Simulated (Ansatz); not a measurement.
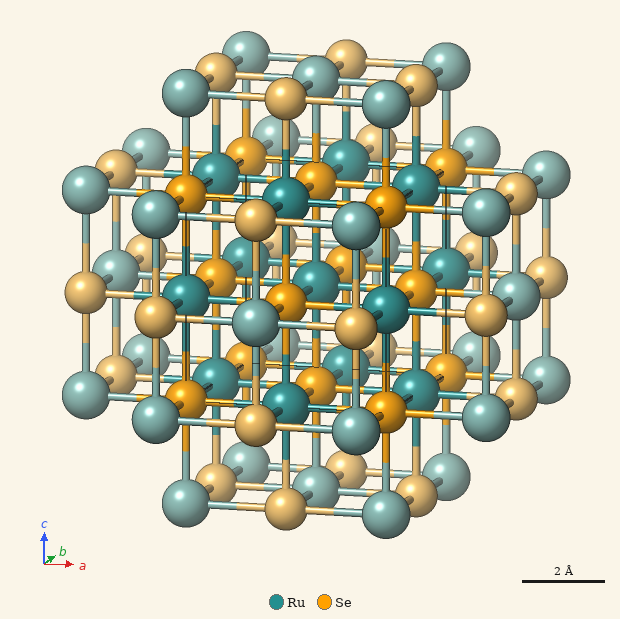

This ball-and-stick model is shown slightly off an axis. The wireframe shows the conventional unit cell. Neighbours across the faces are drawn wherever a bond reaches them, in fainter colours.

RuSe, rock salt (NaCl type), space group Fm-3m (No. 225), a = 5.141 Å, b = 5.141 Å, c = 5.141 Å, α = 90.00°, β = 90.00°, γ = 90.00°. Origin of the cell: a structure type filled with these elements by a generator (whether the compound takes this form wasn't checked). Earlier steps of the study, as a rule a relaxation of our own, may have changed the cell and positions, so they can lie some per cent off the listed ones. It went into a calculation with Ansatz.

This one geometry was computed with Ansatz (DFT, plane waves, PAW) at five levels of theory: r2SCAN, PBE, PBE with spin-orbit coupling, LDA and PBEsol.

### Which level gives the highest pressure at this volume, and what does that say about its equilibrium volume?

Highest: PBE (0.1 GPa) and PBE with spin-orbit coupling (0.6 GPa), which points to the largest equilibrium volume. Lowest, with the smallest volume: LDA (-9.7 GPa). Levels within 0.5 GPa of each other can't be told apart.

### How does the band gap change with the level of theory?

All levels give a metal.

### Collect the results in a table.

| level | cutoff (eV) | k-mesh of the run's cell | gap (eV) | pressure (GPa) |
| --- | --- | --- | --- | --- |
| r2SCAN | 500 | 12×12×12 | metal | -1.3 |
| PBE | 420 | 12×12×12 | metal | 0.1 |
| PBE with spin-orbit coupling | 420 | 12×12×12 | metal | 0.6 |
| LDA | 420 | 12×12×12 | metal | -9.7 |
| PBEsol | 420 | 12×12×12 | metal | -6.5 |

Gaps are taken on the k-mesh or band path of each run.
